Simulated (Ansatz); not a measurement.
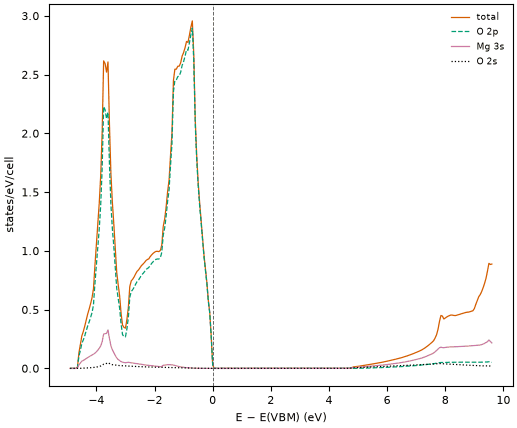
Figure: Total and projected density of states of MgO (rock salt, Fm-3m), the program Ansatz at the PBEsol level (PAW)

Task: Which orbitals carry the states next to the gap?

Result: Top 1 eV of the valence band: O 2p 98 %. Bottom 1 eV of the conduction band: Mg 3s 54 %, O 2s 35 %, O 2p 9 %. Projections are on Löwdin-orthogonalised atomic valence shells; empty p or d shells of many metals are not among them.

Task: Where is the tallest occupied peak in this window, and what makes it?

Result: Near -0.7 eV, about 3.0 states/eV per cell; the largest projected share is O 2p.

The cell was relaxed with PBEsol under the symmetry of its start; phonons on a q-mesh show no instability.

Potentials: the later of the program's two PAW sets.
